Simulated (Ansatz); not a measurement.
**Molecular dynamics, with input and output: GaH3 (part 3 of 3)**

The same run, continued: GaH3; RKS B3LYP-D4/def2-SVP (Ansatz 0.2.0). It belongs to a series of runs on one base structure; here: dynamics from the highest image of the converged band.

Geometry of the input (Å):
```
Ga 0.3778  0.0010  -0.5306
H  0.6146  -0.0007  1.2922
H  1.7148  -0.0001  0.2798
H  -1.1285  -0.0002  -0.1298
```

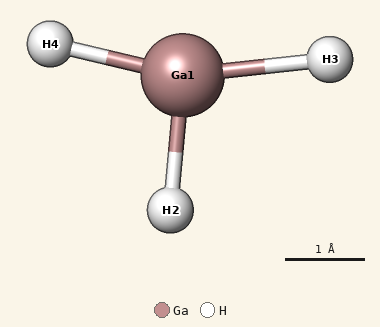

Figure 1. The geometry at step 100 of the log (ball-and-stick view, seen on its broad side; atoms are numbered from 1 in the order of the input).

**Trajectory as extended XYZ (Å, eV, eV/Å), 43 of the 201 frames kept, from step=0 to step=200**
```
4
Properties=species:S:1:pos:R:3:forces:R:3 step=0 time_fs=0.0 energy=-52418.32512 temperature=100.0
Ga    0.3778    0.0010   -0.5306    0.0032  -0.0012  -0.0001
H     0.6146   -0.0007    1.2922    0.0014  -0.0006  -0.0057
H     1.7148   -0.0001    0.2798    0.0015   0.0010   0.0040
H    -1.1285   -0.0002   -0.1298   -0.0061   0.0008   0.0017
4
Properties=species:S:1:pos:R:3:forces:R:3 step=5 time_fs=2.5 energy=-52418.31860 temperature=75.1
Ga    0.3772    0.0009   -0.5297    0.6613   0.0102   0.1881
H     0.6080   -0.0035    1.2731   -0.0709   0.0042   0.0752
H     1.7468    0.0045    0.2683   -0.2453  -0.0084  -0.3014
H    -1.1103    0.0035   -0.1573   -0.3451  -0.0061   0.0381
4
Properties=species:S:1:pos:R:3:forces:R:3 step=10 time_fs=5.0 energy=-52418.32583 temperature=103.3
Ga    0.3771    0.0008   -0.5287    0.7942   0.0209   0.3996
H     0.5972   -0.0061    1.2583   -0.1626   0.0062   0.1245
H     1.7654    0.0085    0.2393   -0.2379  -0.0156  -0.4925
H    -1.1113    0.0068   -0.1830   -0.3937  -0.0116  -0.0316
4
Properties=species:S:1:pos:R:3:forces:R:3 step=14 time_fs=7.0 energy=-52418.35882 temperature=230.9
Ga    0.3775    0.0008   -0.5277    0.4322   0.0280   0.6381
H     0.5817   -0.0078    1.2517   -0.2518   0.0052   0.1150
H     1.7705    0.0112    0.1956   -0.0086  -0.0174  -0.5752
H    -1.1284    0.0090   -0.2049   -0.1718  -0.0158  -0.1779
4
Properties=species:S:1:pos:R:3:forces:R:3 step=19 time_fs=9.5 energy=-52418.43816 temperature=538.4
Ga    0.3782    0.0008   -0.5259   -0.2752   0.0329   1.1016
H     0.5484   -0.0098    1.2490   -0.3640   0.0007   0.0114
H     1.7785    0.0135    0.1097    0.4492  -0.0137  -0.6873
H    -1.1574    0.0108   -0.2429    0.1900  -0.0199  -0.4257
4
Properties=species:S:1:pos:R:3:forces:R:3 step=24 time_fs=12.0 energy=-52418.62147 temperature=1248.5
Ga    0.3788    0.0008   -0.5231   -0.6577   0.0322   1.8653
H     0.4936   -0.0118    1.2464   -0.4115  -0.0062  -0.2073
H     1.8125    0.0151   -0.0182    0.7211  -0.0069  -0.9512
H    -1.1760    0.0115   -0.3066    0.3480  -0.0192  -0.7068
4
Properties=species:S:1:pos:R:3:forces:R:3 step=29 time_fs=14.5 energy=-52419.01233 temperature=2759.9
Ga    0.3789    0.0008   -0.5186   -0.2373   0.0265   2.7689
H     0.4150   -0.0141    1.2311   -0.2873  -0.0120  -0.4722
H     1.8865    0.0163   -0.2034    0.3445  -0.0035  -1.2828
H    -1.1755    0.0110   -0.4126    0.1800  -0.0110  -1.0139
4
Properties=species:S:1:pos:R:3:forces:R:3 step=33 time_fs=16.5 energy=-52419.46658 temperature=4514.8
Ga    0.3788    0.0008   -0.5134    0.4736   0.0189   3.0524
H     0.3398   -0.0165    1.1997   -0.0419  -0.0127  -0.5604
H     1.9607    0.0170   -0.4051   -0.3910  -0.0051  -1.2747
H    -1.1669    0.0102   -0.5401   -0.0408  -0.0010  -1.2174
4
Properties=species:S:1:pos:R:3:forces:R:3 step=38 time_fs=19.0 energy=-52420.05222 temperature=6776.2
Ga    0.3790    0.0009   -0.5046    0.9826   0.0132   2.1212
H     0.2447   -0.0201    1.1320    0.2693  -0.0096  -0.2734
H     2.0288    0.0176   -0.7224   -1.3373  -0.0107  -0.6798
H    -1.1573    0.0091   -0.7644    0.0854   0.0071  -1.1681
4
Properties=species:S:1:pos:R:3:forces:R:3 step=43 time_fs=21.5 energy=-52420.39207 temperature=8088.2
Ga    0.3801    0.0009   -0.4941    0.6903   0.0178  -0.2304
H     0.1645   -0.0242    1.0503    0.3479  -0.0102   0.4761
H     2.0192    0.0176   -1.0786   -1.8017  -0.0148   0.2820
H    -1.1396    0.0084   -1.0557    0.7635   0.0073  -0.5278
4
Properties=species:S:1:pos:R:3:forces:R:3 step=48 time_fs=24.0 energy=-52420.33620 temperature=7873.6
Ga    0.3817    0.0010   -0.4837    0.1664   0.0239  -2.8223
H     0.1041   -0.0291    0.9967    0.2372  -0.0138   1.1065
H     1.9050    0.0168   -1.4181   -1.6338  -0.0143   1.2038
H    -1.0774    0.0081   -1.3765    1.2302   0.0042   0.5121
4
Properties=species:S:1:pos:R:3:forces:R:3 step=52 time_fs=26.0 energy=-52420.10290 temperature=6971.7
Ga    0.3831    0.0011   -0.4771   -0.2196   0.0142  -3.9375
H     0.0667   -0.0335    0.9978    0.2171  -0.0054   0.9133
H     1.7435    0.0154   -1.6411   -1.0895  -0.0107   1.7456
H    -0.9771    0.0080   -1.6144    1.0920   0.0020   1.2786
4
Properties=species:S:1:pos:R:3:forces:R:3 step=57 time_fs=28.5 energy=-52419.64780 temperature=5210.9
Ga    0.3847    0.0012   -0.4718   -0.6712  -0.0186  -3.9245
H     0.0324   -0.0391    1.0433    0.3362   0.0221  -0.0111
H     1.4879    0.0133   -1.8253    0.0289  -0.0032   2.0561
H    -0.7971    0.0081   -1.8414    0.3061  -0.0002   1.8795
4
Properties=species:S:1:pos:R:3:forces:R:3 step=62 time_fs=31.0 energy=-52419.02771 temperature=2815.3
Ga    0.3857    0.0013   -0.4698   -0.8895  -0.0548  -2.9093
H     0.0178   -0.0435    1.0887    0.3767   0.0486  -0.8226
H     1.2355    0.0109   -1.8892    1.4138   0.0079   1.7978
H    -0.6009    0.0081   -1.9586   -0.9011  -0.0018   1.9342
4
Properties=species:S:1:pos:R:3:forces:R:3 step=67 time_fs=33.5 energy=-52418.52633 temperature=879.8
Ga    0.3860    0.0014   -0.4703   -0.8700  -0.0757  -1.1142
H     0.0246   -0.0450    1.0881    0.2173   0.0562  -0.9943
H     1.0667    0.0090   -1.8496    2.6523   0.0221   0.7121
H    -0.4581    0.0081   -1.9631   -1.9996  -0.0025   1.3964
4
Properties=species:S:1:pos:R:3:forces:R:3 step=71 time_fs=35.5 energy=-52418.49569 temperature=765.1
Ga    0.3857    0.0014   -0.4715   -1.0379  -0.0741  -0.0580
H     0.0401   -0.0439    1.0466    0.0908   0.0433  -0.4814
H     1.0420    0.0084   -1.7844    3.3899   0.0298  -0.3677
H    -0.4258    0.0079   -1.9049   -2.4429   0.0010   0.9071
4
Properties=species:S:1:pos:R:3:forces:R:3 step=76 time_fs=38.0 energy=-52419.23607 temperature=3621.4
Ga    0.3844    0.0013   -0.4732   -0.8631  -0.0381  -1.3715
H     0.0641   -0.0403    0.9758    0.0042   0.0051   0.8926
H     1.1899    0.0093   -1.7188    2.9122   0.0239  -0.1261
H    -0.5138    0.0079   -1.7836   -2.0533   0.0090   0.6050
4
Properties=species:S:1:pos:R:3:forces:R:3 step=81 time_fs=40.5 energy=-52420.17021 temperature=7224.5
Ga    0.3826    0.0012   -0.4761    0.1772   0.0026  -3.4011
H     0.0889   -0.0364    0.9556    0.0395  -0.0190   1.6569
H     1.5016    0.0114   -1.6550    0.5198   0.0050   1.2151
H    -0.7199    0.0083   -1.6251   -0.7365   0.0114   0.5291
4
Properties=species:S:1:pos:R:3:forces:R:3 step=86 time_fs=43.0 energy=-52420.37695 temperature=8027.1
Ga    0.3808    0.0011   -0.4818    0.4978   0.0037  -2.5968
H     0.1174   -0.0333    1.0249    0.2998  -0.0015   0.6396
H     1.8473    0.0139   -1.5246   -1.4396  -0.0096   1.4742
H    -0.9699    0.0094   -1.4347    0.6420   0.0073   0.4831
4
Properties=species:S:1:pos:R:3:forces:R:3 step=90 time_fs=45.0 energy=-52420.10152 temperature=6966.8
Ga    0.3796    0.0010   -0.4879    0.3242  -0.0010  -0.9534
H     0.1520   -0.0310    1.1111    0.4349   0.0131  -0.4141
H     2.0693    0.0156   -1.3584   -2.1540  -0.0148   1.0833
H    -1.1470    0.0106   -1.2619    1.3949   0.0027   0.2842
4
Properties=species:S:1:pos:R:3:forces:R:3 step=95 time_fs=47.5 energy=-52419.66458 temperature=5280.8
Ga    0.3784    0.0010   -0.4963    0.2912   0.0039   0.8424
H     0.2181   -0.0275    1.1955    0.3984   0.0151  -1.1169
H     2.2306    0.0168   -1.0950   -2.4996  -0.0171   0.4199
H    -1.2930    0.0122   -1.0326    1.8100  -0.0020  -0.1454
4
Properties=species:S:1:pos:R:3:forces:R:3 step=100 time_fs=50.0 energy=-52419.47528 temperature=4548.4
Ga    0.3775    0.0009   -0.5039    0.4619   0.0162   2.1300
H     0.3073   -0.0231    1.2161    0.1971   0.0046  -1.1617
H     2.2445    0.0171   -0.8070   -2.4031  -0.0158  -0.3378
H    -1.3330    0.0137   -0.8123    1.7442  -0.0050  -0.6305
4
Properties=species:S:1:pos:R:3:forces:R:3 step=105 time_fs=52.5 energy=-52419.51415 temperature=4693.7
Ga    0.3770    0.0008   -0.5098    0.7132   0.0312   2.7113
H     0.4076   -0.0185    1.1702   -0.1272  -0.0133  -0.5635
H     2.1169    0.0164   -0.5394   -1.7299  -0.0111  -1.1281
H    -1.2710    0.0149   -0.6292    1.1439  -0.0069  -1.0198
4
Properties=species:S:1:pos:R:3:forces:R:3 step=110 time_fs=55.0 energy=-52419.27831 temperature=3774.0
Ga    0.3771    0.0007   -0.5134    0.1892   0.0318   1.9758
H     0.5003   -0.0147    1.0940   -0.4387  -0.0307   0.6591
H     1.8937    0.0151   -0.3376    0.6107   0.0040  -1.5443
H    -1.1451    0.0157   -0.5056   -0.3611  -0.0051  -1.0906
4
Properties=species:S:1:pos:R:3:forces:R:3 step=114 time_fs=57.0 energy=-52418.60312 temperature=1178.1
Ga    0.3773    0.0007   -0.5150   -1.0822   0.0086   0.6013
H     0.5568   -0.0129    1.0570   -0.5588  -0.0355   1.4349
H     1.7375    0.0142   -0.2397    3.6482   0.0254  -1.1366
H    -1.0564    0.0161   -0.4529   -2.0071   0.0015  -0.8996
4
Properties=species:S:1:pos:R:3:forces:R:3 step=119 time_fs=59.5 energy=-52418.49845 temperature=770.9
Ga    0.3767    0.0007   -0.5165   -0.6689   0.0095   0.5931
H     0.5972   -0.0124    1.0842   -0.6492  -0.0297   1.1419
H     1.7311    0.0144   -0.1776    3.4250   0.0205  -0.9989
H    -1.0509    0.0168   -0.4350   -2.1069  -0.0004  -0.7361
4
Properties=species:S:1:pos:R:3:forces:R:3 step=124 time_fs=62.0 energy=-52418.95161 temperature=2513.4
Ga    0.3756    0.0007   -0.5174    0.7908   0.0413   2.4391
H     0.5989   -0.0138    1.1754   -0.7211  -0.0202  -0.0312
H     1.9136    0.0158   -0.1794   -0.0077  -0.0061  -1.5999
H    -1.1602    0.0173   -0.4623   -0.0621  -0.0151  -0.8080
4
Properties=species:S:1:pos:R:3:forces:R:3 step=129 time_fs=64.5 energy=-52418.90238 temperature=2333.0
Ga    0.3751    0.0007   -0.5163    0.9806   0.0422   3.5144
H     0.5580   -0.0164    1.2658   -0.6482  -0.0111  -1.0285
H     2.1062    0.0168   -0.2737   -1.5899  -0.0128  -1.6219
H    -1.2776    0.0170   -0.5378    1.2576  -0.0183  -0.8639
4
Properties=species:S:1:pos:R:3:forces:R:3 step=133 time_fs=66.5 energy=-52418.97556 temperature=2618.3
Ga    0.3753    0.0008   -0.5133    0.8668   0.0305   3.5639
H     0.4975   -0.0189    1.2976   -0.4505  -0.0035  -1.4288
H     2.1975    0.0171   -0.4184   -2.0161  -0.0129  -1.3216
H    -1.3225    0.0159   -0.6351    1.5998  -0.0141  -0.8134
4
Properties=species:S:1:pos:R:3:forces:R:3 step=138 time_fs=69.0 energy=-52419.49034 temperature=4607.3
Ga    0.3762    0.0008   -0.5068    0.8038   0.0154   2.7757
H     0.3991   -0.0223    1.2613   -0.1251   0.0048  -1.4127
H     2.2030    0.0168   -0.6678   -2.2096  -0.0132  -0.7314
H    -1.2937    0.0139   -0.7995    1.5310  -0.0070  -0.6316
4
Properties=species:S:1:pos:R:3:forces:R:3 step=143 time_fs=71.5 energy=-52420.26111 temperature=7581.8
Ga    0.3779    0.0009   -0.4979    0.8404   0.0056   1.0799
H     0.2929   -0.0254    1.1444    0.1547   0.0035  -0.5854
H     2.0784    0.0158   -0.9604   -1.9555  -0.0113  -0.0440
H    -1.1757    0.0115   -1.0017    0.9605   0.0022  -0.4505
4
Properties=species:S:1:pos:R:3:forces:R:3 step=148 time_fs=74.0 energy=-52420.65568 temperature=9104.0
Ga    0.3802    0.0010   -0.4882    0.6871   0.0115  -1.4214
H     0.1947   -0.0284    0.9982    0.1690  -0.0198   1.3152
H     1.8408    0.0140   -1.2566   -0.8920  -0.0030   0.4576
H    -1.0022    0.0092   -1.2314    0.0359   0.0113  -0.3513
4
Properties=species:S:1:pos:R:3:forces:R:3 step=152 time_fs=76.0 energy=-52420.46692 temperature=8378.9
Ga    0.3825    0.0011   -0.4812    0.1832   0.0183  -2.9320
H     0.1230   -0.0315    0.9307   -0.0112  -0.0382   2.4228
H     1.6098    0.0125   -1.4760    0.3252   0.0063   0.5644
H    -0.8584    0.0079   -1.4299   -0.4972   0.0136  -0.0552
4
Properties=species:S:1:pos:R:3:forces:R:3 step=157 time_fs=78.5 energy=-52419.90712 temperature=6211.8
Ga    0.3855    0.0013   -0.4746   -0.6677  -0.0171  -2.8498
H     0.0340   -0.0373    0.9655    0.1364  -0.0039   1.1497
H     1.3416    0.0110   -1.7187    1.3825   0.0122   0.8590
H    -0.7057    0.0068   -1.6764   -0.8512   0.0088   0.8411
4
Properties=species:S:1:pos:R:3:forces:R:3 step=162 time_fs=81.0 energy=-52419.01012 temperature=2749.5
Ga    0.3879    0.0014   -0.4705   -0.9873  -0.0629  -2.3676
H    -0.0458   -0.0433    1.0667    0.4753   0.0491  -0.7694
H     1.1526    0.0101   -1.9079    1.7279   0.0130   1.5547
H    -0.6043    0.0063   -1.8734   -1.2159   0.0008   1.5822
4
Properties=species:S:1:pos:R:3:forces:R:3 step=167 time_fs=83.5 energy=-52418.36308 temperature=252.5
Ga    0.3895    0.0014   -0.4684   -0.8971  -0.0787  -2.2222
H    -0.0986   -0.0464    1.1277    0.5713   0.0704  -1.5554
H     1.0649    0.0100   -2.0054    1.6452   0.0142   1.9871
H    -0.5743    0.0059   -1.9785   -1.3195  -0.0059   1.7904
4
Properties=species:S:1:pos:R:3:forces:R:3 step=171 time_fs=85.5 energy=-52418.41165 temperature=439.3
Ga    0.3902    0.0014   -0.4682   -1.0083  -0.0760  -2.3410
H    -0.1166   -0.0460    1.1132    0.5806   0.0678  -1.4615
H     1.0660    0.0106   -1.9999    1.5601   0.0149   1.9709
H    -0.6063    0.0053   -1.9862   -1.1324  -0.0067   1.8316
4
Properties=species:S:1:pos:R:3:forces:R:3 step=176 time_fs=88.0 energy=-52419.07691 temperature=3005.8
Ga    0.3903    0.0013   -0.4698   -1.3994  -0.0535  -2.8185
H    -0.1082   -0.0420    1.0217    0.4579   0.0393  -0.4111
H     1.1515    0.0120   -1.8897    1.5265   0.0162   1.4447
H    -0.7046    0.0042   -1.8973   -0.5850  -0.0019   1.7849
4
Properties=species:S:1:pos:R:3:forces:R:3 step=181 time_fs=90.5 energy=-52419.82818 temperature=5908.4
Ga    0.3891    0.0012   -0.4738   -1.5181  -0.0069  -3.5314
H    -0.0744   -0.0358    0.9110    0.0135  -0.0161   1.6304
H     1.3279    0.0145   -1.6951    1.3878   0.0179   0.5851
H    -0.8371    0.0030   -1.7037    0.1169   0.0050   1.3159
4
Properties=species:S:1:pos:R:3:forces:R:3 step=186 time_fs=93.0 energy=-52420.36781 temperature=7995.3
Ga    0.3867    0.0011   -0.4808   -1.0023   0.0170  -3.1564
H    -0.0378   -0.0304    0.8921   -0.0467  -0.0371   2.4393
H     1.5842    0.0180   -1.4619    0.5785   0.0091   0.3627
H    -0.9643    0.0021   -1.4339    0.4705   0.0111   0.3544
4
Properties=species:S:1:pos:R:3:forces:R:3 step=190 time_fs=95.0 energy=-52420.56756 temperature=8762.6
Ga    0.3842    0.0010   -0.4883   -0.1069   0.0090  -1.1712
H    -0.0093   -0.0275    0.9754    0.4236  -0.0138   1.1380
H     1.8151    0.0211   -1.2589   -0.6923  -0.0084   0.4826
H    -1.0476    0.0019   -1.1999    0.3756   0.0133  -0.4494
4
Properties=species:S:1:pos:R:3:forces:R:3 step=195 time_fs=97.5 energy=-52420.16788 temperature=7222.7
Ga    0.3810    0.0009   -0.4985    0.9573   0.0079   1.4409
H     0.0497   -0.0246    1.1338    0.7368   0.0062  -0.5832
H     2.0623    0.0246   -0.9813   -1.9509  -0.0263   0.1696
H    -1.1323    0.0023   -0.9328    0.2568   0.0122  -1.0273
4
Properties=species:S:1:pos:R:3:forces:R:3 step=200 time_fs=100.0 energy=-52419.49366 temperature=4620.2
Ga    0.3786    0.0009   -0.5074    1.2885   0.0183   2.9998
H     0.1505   -0.0215    1.2622    0.5701   0.0062  -1.3526
H     2.1972    0.0265   -0.6950   -2.3438  -0.0320  -0.4608
H    -1.1997    0.0034   -0.7251    0.4852   0.0076  -1.1864
```
